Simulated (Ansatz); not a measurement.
## Fields on a plane of PbI2 (CdI2 type)

```yaml
crystal:
  lattice:
    - [4.43966, 0.00000, 0.00000]
    - [-2.21983, 3.84486, 0.00000]
    - [0.00000, 0.00000, 6.74199]
  atoms:
    - { symbol: Pb, position: [0.00000, 0.00000, 0.00000] }
    - { symbol: I, position: [0.33333, 0.66667, 0.28024] }
    - { symbol: I, position: [0.66667, 0.33333, 0.71976] }
```

The slice is a (1 -1 0 0) plane (indices of the conventional cell) through the point (0.667, 0.333, 0.720) (fractional), spanned by u = [110] and v = [001] in vectors of this cell: u (4.44 Å) and v (6.74 Å, at 90° to u). It covers one period; positions are fractions (u, v).

Atoms on it: I at (0.00, 0.00).

Method: PBEsol-D3(BJ) (plane waves to 420 eV, PAW, scalar-relativistic; Ansatz, an electronic-structure program). k mesh 9×9×5. Inside the PAW spheres the values are not all-electron values, and peaks at nuclei hang on which shells count as valence. PbI2 was relaxed with its symmetry unable to fall. Spin-orbit coupling is left out, though I and Pb are heavy. The PAW data are Ansatz's earlier set.

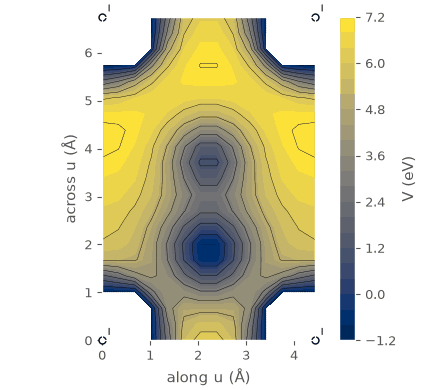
Figure. Electrostatic potential energy of an electron, from the cell's mean, in eV, one period of the plane, atoms marked. Points within 1 Å of a nucleus are left white, as the pseudised field means little there. Values under -1 eV are set to -1. The zero, the cell's mean, hangs on the PAW cores.

```
v \ u  0.00  0.15  0.31  0.46  0.62  0.77  0.92
-----  ----  ----  ----  ----  ----  ----  ----
0.90    0.5  -0.2  -0.9  -1.6  -1.3  -0.5   0.2
0.75   -1.1  -1.3  -1.4  -1.3  -1.3  -1.4  -1.2
0.60   -1.8  -1.5  -0.9  -0.6  -0.7  -1.2  -1.7
0.45   -1.8  -1.5  -1.0  -0.6  -0.7  -1.2  -1.7
0.30   -1.4  -1.3  -1.0  -0.7  -0.8  -1.2  -1.4
0.15   -0.2  -0.4  -0.9  -1.1  -1.0  -0.6  -0.3
0.00    1.2   0.4  -0.6  -1.4  -1.1  -0.2   1.1
```

Values: log₁₀ of the valence density in e/Å³. The scale is logarithmic, as a density can span decades between atoms and voids.
